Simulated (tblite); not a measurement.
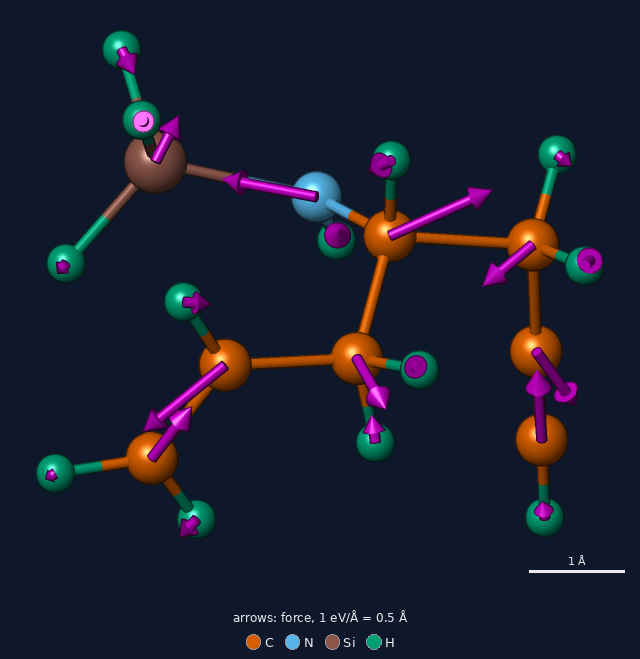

Starting geometry of C7H13NSi with the computed forces as purple arrows. Style: ball-and-stick. Shown at a tilt.

Computed with GFN2-xTB geometry optimisation, gas phase in tblite. 

### What follows when this structure is relaxed?

It isn't relaxed: the largest force vector, on a C atom, is 2.45 eV/Å. The final displacements have little in common with the starting forces (cosine between the two patterns 0.13). An H atom moves most after the best rigid fit: 1.38 Å. Largest moves by element: H 1.38 Å, C 0.45 Å, Si 0.33 Å, N 0.30 Å. Among the contacts that change: H–Si 1.509 → 1.461 Å, N–Si 1.759 → 1.713 Å, C–C 1.497 → 1.541 Å, C–N 1.406 → 1.438 Å. Among the angles between lasting bonds that change: C–C–H 125.2° → 115.2°, C–N–Si 117.6° → 125.9°, C–C–C 116.7° → 124.5°. Groups turn about N–Si by about 30°, C–N by about 25°. Over 166 geometry steps the energy falls by 0.683 eV.
